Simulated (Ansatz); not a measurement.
Input

```
crystal:
  lattice:
    - [0.0, 3.3351800038, 3.3351800038]
    - [3.3351800038, 0.0, 3.3351800038]
    - [3.3351800038, 3.3351800038, 0.0]
  atoms:
    - { symbol: Ga, position: [0.25, 0.25, 0.25] }
    - { symbol: Ga, position: [0.75, 0.75, 0.75] }
    - { symbol: S, position: [0.0, 0.0, 0.0] }
basis:
  ecutwfc: 420
kpoints:
  mp_grid: { grid: [12, 12, 12] }
hamiltonian:
  xc: pbe
scf:
  occupations: { method: gaussian, width: 0.1 }
output:
  forces: true
  stress: true
  eigenvalues: true
  write_density: true
  write_potential: true
  elf: true
  volumetric_format: npy
relax:
  adjacent_minimum: "off"
  f_tol: 0.01
  max_steps: 80
  cell: { stress_tol: 0.05 }
```

Command:

```sh
ansatz run input.yaml --threads 1 --pin off --max-ram 2560MiB --backend cpu --events-out ev --progress --plain --runs-dir out
```

Below, planes, directions and counts refer to the conventional cell (a = 6.71 Å, b = 6.71 Å, c = 6.71 Å, α = 90.00°, β = 90.00°, γ = 90.00°).

The fields are those of the relaxed geometry.

Space group Fm-3m; started from the fluorite_225 prototype, which need not be the ambient phase.

Computed with DFT PBE, scalar-relativistic, plane waves, PAW (Ansatz 0.2.0).

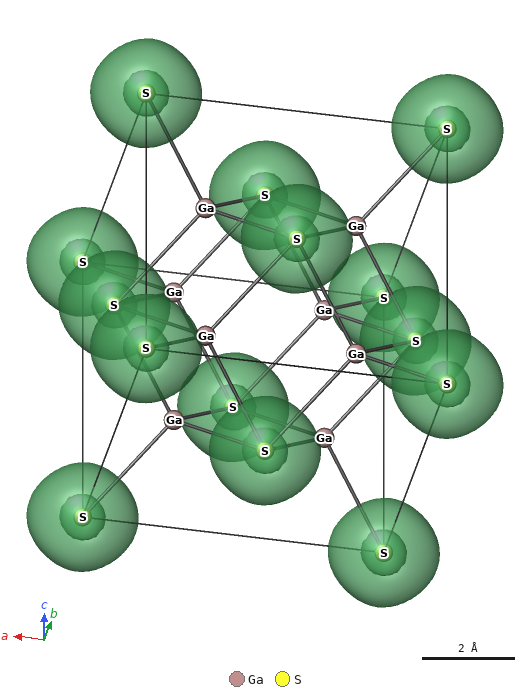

Ga₂S. Isosurface of the electron localisation function at 0.65 (green), seen at an oblique angle. Core shells and regions of very low density are left out. Sticks mark near contacts.

In a PAW calculation such maps are meaningful between the atoms, not at the nuclei.

Q: What do the ELF domains correspond to?

A: The surface consists of four regions wrapped around S (the valence shell of each), counted in one cell of 12 atoms. Regions shared between cells count once. Profiles from the grid: Ga–S (2.90 Å): the ELF peaks at about 0.85 in the valence shell of S, 0.8 Å from its nucleus, and drops to about 0.30 between the two atoms.
